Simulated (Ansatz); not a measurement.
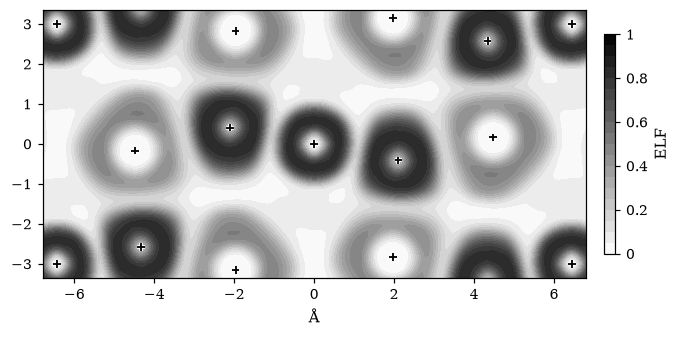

The ELF on a plane through atoms (crosses mark nuclei in the plane).

Level of theory: DFT PBE, scalar-relativistic, plane waves, PAW (Ansatz).

Candidates:
A. ZrPb2O4, a = 5.86 Å, b = 12.89 Å, c = 5.99 Å, α = 90.00°, β = 90.00°, γ = 90.00°. Space group Cmce; a generated structure, not necessarily the stable one.
B. Ga2SbN3, a = 10.38 Å, b = 5.78 Å, c = 5.55 Å, α = 90.00°, β = 90.00°, γ = 90.00°. Space group Cmc2₁; a generated structure, not necessarily the stable one.
C. IrPt2, a = 2.77 Å, b = 2.77 Å, c = 11.94 Å, α = 90.00°, β = 90.00°, γ = 90.00°. Space group P4/nmm; a generated structure, not necessarily the stable one; computed without spin polarisation.

Q: Which candidate gave the map?

A: Candidate A: ZrPb2O4 on the (100) plane of the conventional cell, which holds Zr, Pb and O. Pb–O (2.43 Å): the ELF is about 0.15 at the midpoint; no shared electron pair shows on this line.
